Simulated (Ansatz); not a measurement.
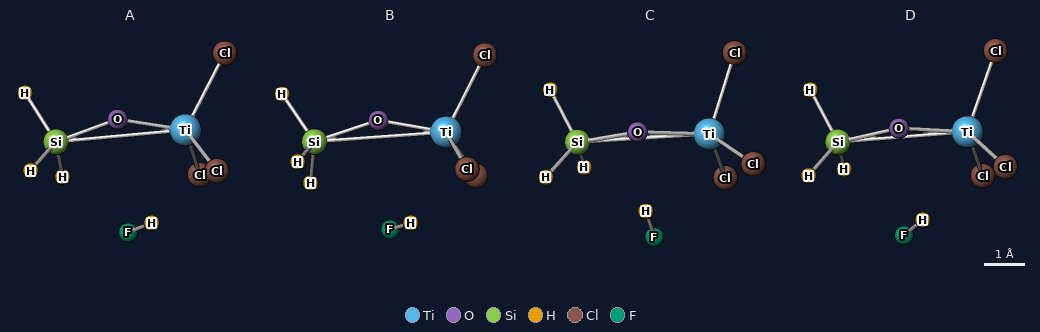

4 geometries from one relaxation of TiSiH₄OCl₃F, in shuffled order. A ball-and-stick model, seen at a tilt.

The run prepares an end point of a later path (reaction) calculation, from a guessed geometry.

The calculation used RKS PBE/def2-SVP in Ansatz. Settings: no spin polarisation; force threshold 0.03 eV/Å; at most 50 steps.

Q: Order the frames from highest to lowest energy.

A: C, D, A, B. They are steps 0, 6, 10, 20, at +25.9 kJ/mol, +14.9 kJ/mol, +3.48 kJ/mol relative to the last. Over 18 accepted moves (20 points after the start) the energy falls by 25.9 kJ/mol. Largest force component: 1.7 eV/Å at the start, 0.023 eV/Å at the end. The line search rejected the trial steps at points 2, 15 of the run. The atom that moves furthest after the best rigid fit is an H atom (0.72 Å). Largest moves by element: H 0.72 Å, Cl 0.70 Å, O 0.64 Å, F 0.38 Å, Ti 0.12 Å, Si 0.08 Å. Some distances before and after: F–Ti 3.030 → 2.870 Å, O–Ti 1.861 → 1.746 Å, H–Ti 2.836 → 2.737 Å, Cl–Ti 2.192 → 2.256 Å. Bond angles that change, for instance: Si–Ti–Cl 124.1° → 105.4°, Ti–Si–H 120.3° → 104.2°, Si–Ti–Cl 109.5° → 120.8°.

Limits of the set-up: the start holds two separate molecules, 2.2 Å apart at their closest, whose relative position is a soft coordinate and is computed without a dispersion correction.
